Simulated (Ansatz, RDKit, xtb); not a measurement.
**C6H3FS: ranking a sample of isomers**

A sample of isomers of C6H3FS is drawn. Aim: find which of them has the lowest free energy at 298.15 K, then its properties. The sample is small against all isomers, and the most stable one of this formula need not be in it.

Plan: many cheap relaxations first (GFN2-xTB), then density-functional screening, relaxation at B3LYP/def2-SVP, vibrations (at GFN2-xTB) and a final energy. The numbers are computed, not measured.

## Step 1: Candidates

Isomers were taken from a list of plausible structures; this is a sample, not all of them. That gives 7 candidates.

| label | SMILES | spin |
| --- | --- | --- |
| c055 | C#CC(=C)C(F)=C=S | singlet |
| c215 | C#Cc1ccc(F)s1 | singlet |
| c319 | C#CC(=C=S)C(=C)F | singlet |
| c435 | C#Cc1cc(F)cs1 | singlet |
| c508 | C#Cc1ccsc1F | singlet |
| c698 | C#Cc1sccc1F | singlet |
| c761 | C#C[C@@H]1S[C@@]1(F)C#C | singlet |

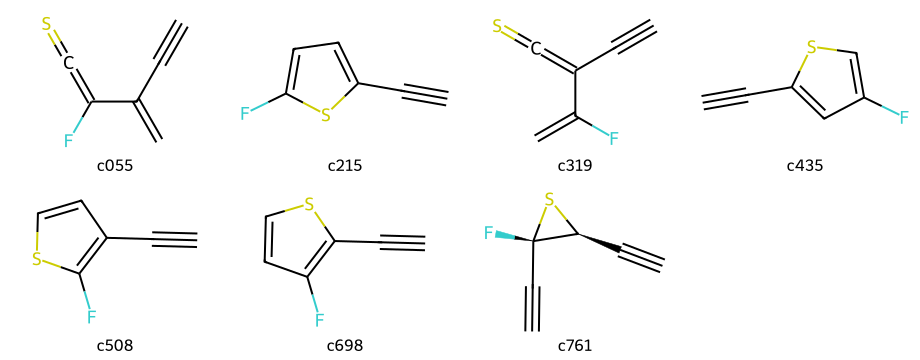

Structural formulas of the candidates.

Candidates are built by distance geometry, with a force field where one applies, in up to four conformers (letters a to d).

## Step 2: First filter: tight binding

All 7 starts are relaxed the same way. One of them, c508a (taken from a list of plausible isomers, embedded by distance geometry and MMFF94), in full:

The input, start.xyz:

```xyz
11
c508a
C     -4.902709     0.004922    -0.784453
C     -3.675751    -0.021663    -0.703273
C     -2.265436    -0.101480    -0.587604
C     -1.583910    -0.751950     0.496079
C     -0.207190    -0.565935     0.355317
C     -1.406622     0.485833    -1.485442
F     -1.823221     1.107308    -2.607815
S      0.213819     0.266281    -1.080164
H     -5.976284    -0.014810    -0.894055
H     -2.041564    -1.257879     1.333544
H      0.557876    -0.977094     0.984993
```

Command:

```console
$ xtb start.xyz --gfn 2 --opt
```

Log, shortened:

```text
* xtb version 6.7.1
[...]
          :  # basis functions                  41          :
[...]
          :  # electrons                        40          :
[...]
          :  Hamiltonian                  GFN2-xTB          :
[...]
          :  net charge                          0          :
          :  unpaired electrons                  0          :
[...]
   *** convergence criteria satisfied after 13 iterations ***
[...]
   *** GEOMETRY OPTIMIZATION CONVERGED AFTER 9 ITERATIONS ***
[...]
   *** convergence criteria satisfied after 3 iterations ***
[...]
         ::                     SUMMARY                     ::
         :::::::::::::::::::::::::::::::::::::::::::::::::::::
         :: total energy             -22.256364173344 Eh    ::
         :: gradient norm              0.000729077815 Eh/a0 ::
         :: HOMO-LUMO gap              3.528601658765 eV    ::
         ::.................................................::
         :: SCC energy               -22.606119811533 Eh    ::
         :: -> isotropic ES            0.011777511802 Eh    ::
         :: -> anisotropic ES          0.000039468618 Eh    ::
         :: -> anisotropic XC          0.010082382641 Eh    ::
         :: -> dispersion             -0.009435723420 Eh    ::
         :: repulsion energy           0.349755638189 Eh    ::
         :: add. restraining           0.000000000000 Eh    ::
         :: total charge              -0.000000000000 e     ::
         :::::::::::::::::::::::::::::::::::::::::::::::::::::
[...]
        20        2.0000           -0.3944153             -10.7326 (HOMO)
        21                         -0.2647416              -7.2040 (LUMO)
[...]
     #   Z          covCN         q      C6AA      α(0)
     1   6          1.909    -0.091    33.623     9.365
     2   6          1.972    -0.010    31.341     9.041
     3   6          3.128     0.005    27.712     8.619
     4   6          3.111    -0.045    28.962     8.816
     5   6          2.937    -0.029    28.719     8.789
     6   6          2.813     0.169    24.344     8.084
     7   9          0.798    -0.198    11.215     3.956
     8  16          2.268     0.000   141.050    19.989
     9   1          0.928     0.086     1.918     2.166
    10   1          0.926     0.056     2.248     2.345
    11   1          0.926     0.057     2.230     2.335
[...]
     #   Z sym  total        # sym  WBO       # sym  WBO       # sym  WBO
 ---------------------------------------------------------------------------
     1   6      3.973 --     2      2.824     9      0.970
     2   6      3.981 --     1      2.824     3      1.111
     3   6      3.981 --     6      1.486     4      1.198     2      1.111
     4   6      3.987 --     5      1.662     3      1.198    10      0.963
     5   6      3.943 --     4      1.662     8      1.168    11      0.969
     6   6      3.849 --     3      1.486     8      1.160     7      0.987
     7   9      1.136 --     6      0.987
     8  16      2.624 --     5      1.168     6      1.160
     9   1      0.991 --     1      0.970
    10   1      0.997 --     4      0.963
    11   1      0.996 --     5      0.969
 ---------------------------------------------------------------------------
[...]
molecular dipole:
                 x           y           z       tot (Debye)
 q only:        0.120      -0.409       0.684
   full:       -0.021      -0.466       0.771       2.290
molecular quadrupole (traceless):
[...]
          | TOTAL ENERGY              -22.256364173344 Eh   |
          | GRADIENT NORM               0.000729077815 Eh/α |
          | HOMO-LUMO GAP               3.528601658765 eV   |
           -------------------------------------------------
[...]
```

Wall time 0.062 s (4 threads of Arm Neoverse V2, shared host).

## Step 3: What the search left

7 of the 7 relaxations converged. 7 distinct structures remain:

| label | start | SMILES after | spin | energy (kcal/mol) |
| --- | --- | --- | --- | --- |
| c435a | drawn | C#Cc1cc(F)cs1 | singlet | 0.0 |
| c698a | drawn | C#Cc1sccc1F | singlet | 0.9 |
| c215a | drawn | C#Cc1ccc(F)s1 | singlet | 2.1 |
| c508a | drawn | C#Cc1ccsc1F | singlet | 3.6 |
| c319a | drawn | C#CC(=C=S)C(=C)F | singlet | 38.0 |
| c055a | drawn | C#CC(=C)C(F)=C=S | singlet | 45.6 |
| c761a | drawn | C#C[C@@H]1S[C@@]1(F)C#C | singlet | 51.7 |

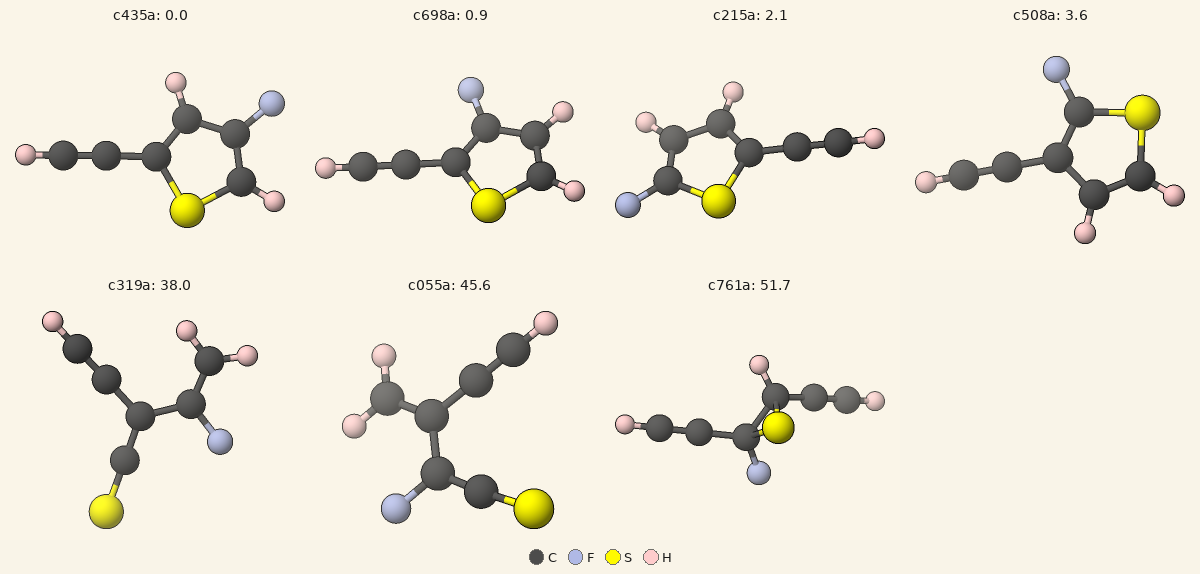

The 7 lowest minima that did not fall apart, with their GFN2-xTB energies in kcal/mol.

## Step 4: Single points on the low minima

A choice of the minima (the low ones first, few conformers of a pattern, up to a cap) and the lowest that fell apart get a single point at r2SCAN-D4/def2-SVP on the tight-binding geometry, and one at HF/STO-3G for comparison. The lowest singlets are also tried as triplets at the same geometry (label ending in t). The first, c435a:

The input, input.yaml:

```yaml
crystal:
  periodic: [false, false, false]
  atoms:
    - symbol: C
      position_ang: [-5.070089, -0.030944, 0.515989]
    - symbol: C
      position_ang: [-3.946816, -0.086539, 0.091720]
    - symbol: C
      position_ang: [-2.648161, -0.150547, -0.422495]
    - symbol: C
      position_ang: [-1.471367, -0.166792, 0.275617]
    - symbol: C
      position_ang: [-0.362381, -0.236611, -0.588875]
    - symbol: C
      position_ang: [-0.675880, -0.272937, -1.912428]
    - symbol: F
      position_ang: [0.901508, -0.264660, -0.139190]
    - symbol: S
      position_ang: [-2.374243, -0.221426, -2.142124]
    - symbol: H
      position_ang: [-6.044472, 0.016058, 0.900957]
    - symbol: H
      position_ang: [-1.399482, -0.131123, 1.346501]
    - symbol: H
      position_ang: [-0.009945, -0.326156, -2.749179]
basis:
  gaussian:
    orbitals: def2-SVP
total_charge: 0
hamiltonian:
  xc: r2scan
  dispersion: d4
scf:
  lower_state_search: "off"
```

Command:

```console
$ ansatz run input.yaml --threads 4 --pin off --max-ram 7830MiB --events-out events.jsonl --progress --plain --runs-dir runs
```

Log, shortened:

```text
Warning: RAYON_NUM_THREADS=4 ignored (pool sized by the plan → 4); use --threads N
Functional definition: r2SCAN
  name "r2SCAN"
[...]
1475 factors; their error is unknown
[...]
mean field -19804.76131264 eV, -727.8115540901 hartree, gradient 1.6e-6 eV, S^2 0.000000; 0 other end points of the search recorded, 0 dependent functions left out
reference -19804.76132113 eV, -727.8115544022 hartree; 32, 32 occupied and 99, 99 virtual orbitals, 1475 factors
Total energy: -19804.84649997 eV, -727.8146846670 hartree
Checks for a lower state left out: stability, starts, cluster_reference, orbital_swaps, neighbouring_geometries, increment
```

Run time: 1.7 s. Hardware: 4 threads of Arm Neoverse V2, shared host; peak memory 0.17 GiB.

Relative energies in kcal/mol, each column from its lowest structure that stays in one piece:

| label | SMILES | spin | GFN2-xTB | HF/STO-3G | r2SCAN-D4/def2-SVP |
| --- | --- | --- | --- | --- | --- |
| c698a | C#Cc1sccc1F | singlet | 0.9 | 0.3 | 0.0 |
| c435a | C#Cc1cc(F)cs1 | singlet | 0.0 | 1.1 | 0.3 |
| c215a | C#Cc1ccc(F)s1 | singlet | 2.1 | 0.0 | 3.3 |
| c508a | C#Cc1ccsc1F | singlet | 3.6 | 0.5 | 4.9 |
| c435at | C#Cc1cc(F)cs1 | triplet | – | – | 69.8 |
| c698at | C#Cc1sccc1F | triplet | – | – | 70.2 |
| c215at | C#Cc1ccc(F)s1 | triplet | – | – | 72.1 |

## Step 5: Refinement at B3LYP/def2-SVP

4 candidates are relaxed at B3LYP/def2-SVP (chosen among the lowest in one piece). The first, c698a:

The input, input.yaml:

```yaml
crystal:
  periodic: [false, false, false]
  atoms:
    - {symbol: C, position_ang: [-5.134426, 0.354654, -0.844016]}
    - {symbol: C, position_ang: [-3.980828, 0.093400, -0.630494]}
    - {symbol: C, position_ang: [-2.641744, -0.209941, -0.370049]}
    - {symbol: C, position_ang: [-0.507529, -1.105484, 0.511533]}
    - {symbol: C, position_ang: [-0.305533, -0.217730, -0.496477]}
    - {symbol: C, position_ang: [-1.523855, 0.286575, -0.992055]}
    - {symbol: F, position_ang: [-1.580046, 1.179459, -1.991455]}
    - {symbol: S, position_ang: [-2.171663, -1.339097, 0.867299]}
    - {symbol: H, position_ang: [-6.135184, 0.591597, -1.049371]}
    - {symbol: H, position_ang: [0.229531, -1.643733, 1.072669]}
    - {symbol: H, position_ang: [0.653922, 0.075026, -0.880242]}
basis:
  gaussian: {orbitals: def2-SVP}
hamiltonian: {xc: {name: B3LYP}}
scf: {lower_state_search: off}
relax: {f_tol: 0.006}
```

Command:

```console
$ ansatz run input.yaml --threads 4 --pin off --max-ram 7830MiB --events-out events.jsonl --progress --plain --runs-dir runs
```

Log, shortened:

```text
Warning: RAYON_NUM_THREADS=4 ignored (pool sized by the plan → 4); use --threads N
[...]
Functional definition: B3LYP
  name "B3LYP"
[...]
1479 factors; integrals over basis functions are off by at most 2.7e-4 eV
[...]
mean field -19810.69119352 eV, -728.0294731932 hartree, gradient 6.8e-6 eV, S^2 0.000000; 0 other end points of the search recorded, 0 dependent functions left out
[...]
reference -19810.69142691 eV, -728.0294817699 hartree; 32, 32 occupied and 99, 99 virtual orbitals, 1479 factors
relax step   1: F+E_penalty+E_count = -19810.69119352 eV  Δ(F+E_penalty+E_count) = +0.000e0 eV  max|allowed force component| = 1.023e0 eV/Å  Δτ_max = 0.0000 Å  (18 SCF iters, accepted)
[...]
relax step   5: F+E_penalty+E_count = -19810.74978009 eV  Δ(F+E_penalty+E_count) = -3.211e-4 eV  max|allowed force component| = 1.555e-2 eV/Å  Δτ_max = 0.0064 Å  (16 SCF iters, accepted)
[...]
Atom 2 at    -2.648045    -0.207017    -0.368847 Å, force     0.003709     0.000653    -0.002702 eV/Å
Atom 3 at    -0.491830    -1.115419     0.519836 Å, force     0.004044     0.003286    -0.000481 eV/Å
Atom 4 at    -0.288092    -0.218056    -0.498559 Å, force    -0.001463    -0.001414    -0.000033 eV/Å
Atom 5 at    -1.517663     0.289795    -0.994058 Å, force     0.000472    -0.000216    -0.001097 eV/Å
Atom 6 at    -1.574322     1.175843    -1.984564 Å, force    -0.000333    -0.000265     0.000925 eV/Å
Atom 7 at    -2.165546    -1.343665     0.876583 Å, force    -0.002475     0.000025     0.000730 eV/Å
Atom 8 at    -6.194102     0.597784    -1.057600 Å, force     0.000657     0.000831     0.000671 eV/Å
Atom 9 at     0.262155    -1.660101     1.086407 Å, force    -0.000295    -0.001929    -0.000103 eV/Å
Atom 10 at     0.685144     0.078318    -0.889761 Å, force    -0.000630     0.000096     0.001017 eV/Å
Dipole moment:     0.188328    -0.168700     0.177823 e Å
Checks for a lower state left out: stability, starts, cluster_reference, orbital_swaps, neighbouring_geometries, increment
```

Run time: 11 s. Hardware: 4 threads of Arm Neoverse V2, shared host; peak memory 0.34 GiB.

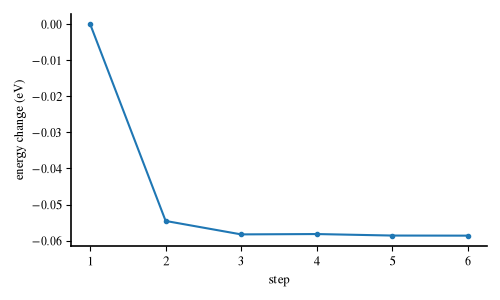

Energy along the run, all evaluated steps.

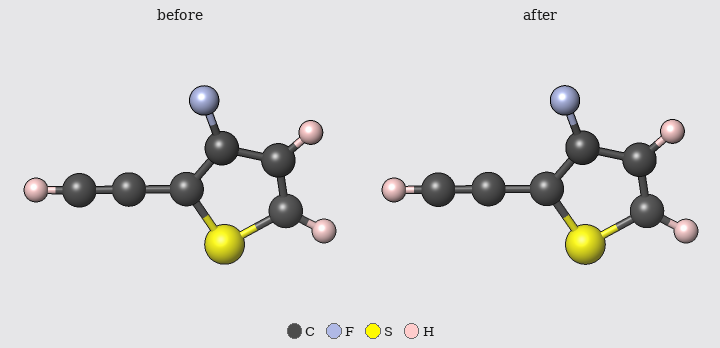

Before and after, at one scale.

After the run. Bond lengths: C1–C2 1.215 Å, C2–C3 1.412 Å, C4–C5 1.373 Å, C3–C6 1.384 Å, C5–C6 1.420 Å, C6–F7 1.330 Å, C3–S8 1.754 Å, C4–S8 1.726 Å, C1–H9 1.074 Å, C4–H10 1.089 Å, C5–H11 1.090 Å. Some angles: C1–C2–C3 179.5°, C2–C3–C6 128.1°, C2–C3–S8 122.7°, C6–C3–S8 109.2°, C4–C5–C6 111.4°, C5–C4–S8 112.6°, C3–C6–C5 114.9°, C3–C6–F7 122.7°, C5–C6–F7 122.4°, C3–S8–C4 92.0°.

[end of part 1 of 2]
